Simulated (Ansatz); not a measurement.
**C₂H₅Si (charge +1): density, localisation and related maps**

The calculation's input:

```
crystal:
  periodic: [false, false, false]
  atoms:
    - { symbol: C, position_ang: [-0.75416, 0.80855, -1.22442] }
    - { symbol: C, position_ang: [-0.05463, 0.31437, -0.29942] }
    - { symbol: Si, position_ang: [0.73562, -0.67249, 1.0899] }
    - { symbol: H, position_ang: [-1.71278, 0.4755, -1.61487] }
    - { symbol: H, position_ang: [-0.42459, 1.70331, -1.75416] }
    - { symbol: H, position_ang: [0.79664, 0.15822, 2.28042] }
    - { symbol: H, position_ang: [1.93331, -1.31622, 0.57789] }
    - { symbol: H, position_ang: [0.85985, 0.77306, 0.07664] }
total_charge: 1
basis:
  gaussian: { orbitals: "6-31G" }
hamiltonian:
  xc: pbe
  dispersion: d4
relax:
  f_tol: 0.02
  max_steps: 50
output:
  orbitals: {}
```

Run with:

```sh
ansatz run input.yaml --threads 1 --pin off --max-ram 2048MiB --backend cpu --events-out ev --progress --plain --runs-dir out
```

The fields are those of the relaxed geometry.

The calculation used Ansatz 0.2.0, RKS PBE-D4/6-31G.

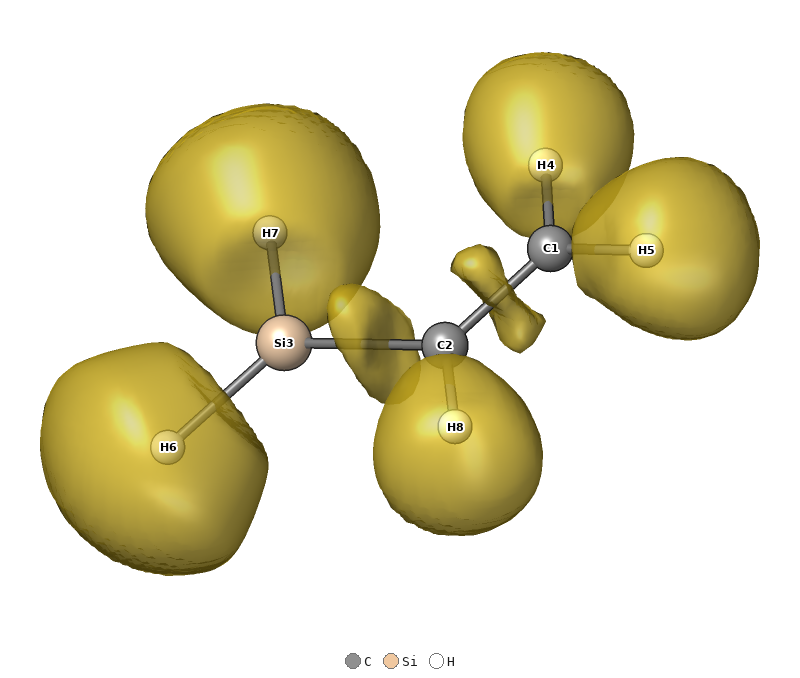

Figure 1. Isosurface of the electron localisation function at 0.85 (yellow), seen at an oblique angle. Only the valence region is drawn (cores and ρ < 0.01 e/Å³ removed).

### Describe the localisation domains.

At this value the surface marks out one region between bonded C–C atoms (shared pairs), one region between bonded C–Si atoms (shared pairs) and five regions around hydrogen nuclei.


C–C (1.37 Å): the ELF peaks at about 0.95 between the atoms, as expected for a covalent bond. C–Si (1.83 Å): the ELF peaks at about 0.95 between the atoms: a covalent bond.

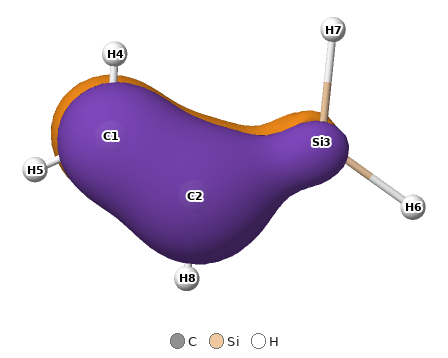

Figure 2. One frontier orbital at ±0.15 Å⁻³ᐟ² (orange and purple are the two phases), seen across its widest extent.

### Which orbital is it: HOMO or LUMO?

The HOMO, at −13.25 eV. By Hirshfeld shares it lies mainly on C2 (about 45 %), C1 (about 35 %) and Si3 (about 15 %); it changes sign across the molecular plane (π type); π-bonding across C1–C2 and C2–Si3.

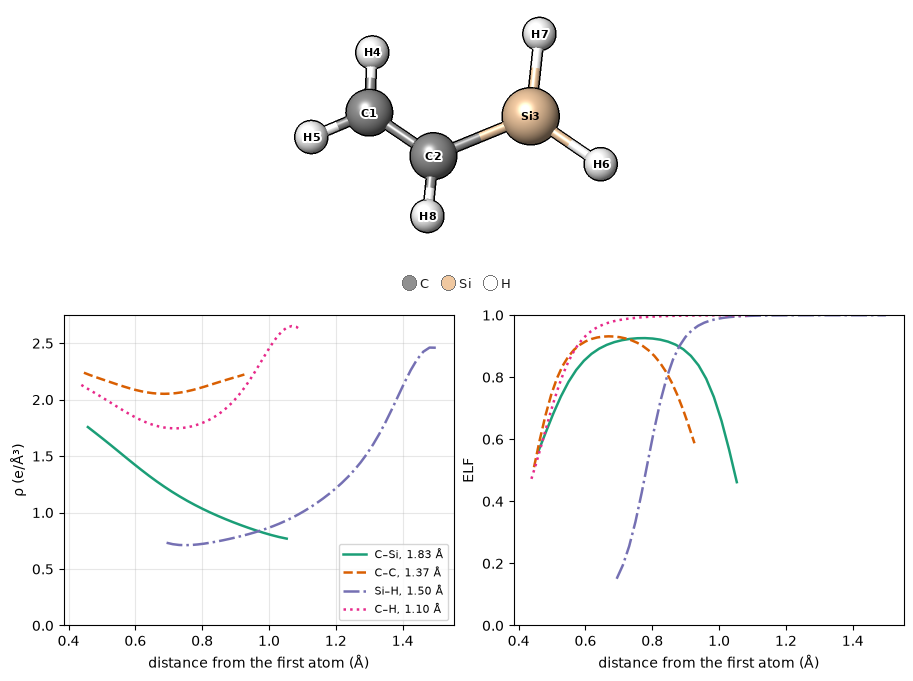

Figure 3. Electron density and electron localisation function along straight lines between neighbouring atoms. The curves leave out the atomic cores. The structure is drawn too.

### What can be read from the curves?

C–Si (1.83 Å): the density is about 0.89 e/Å³ at the midpoint; the ELF peaks at about 0.95 between the atoms: localised, covalent bonding.
C–C (1.37 Å): ρ is about 2.1 e/Å³ halfway; the ELF peaks at about 0.95 between the atoms: a covalent bond.
Si–H (1.50 Å): ρ is about 0.71 e/Å³ halfway; the ELF climbs to about 1 towards the hydrogen, as it does in any bond to H.
C–H (1.10 Å): the density is about 1.9 e/Å³ at the midpoint; the ELF climbs to about 1 towards the hydrogen: an ordinary covalent bond to hydrogen.
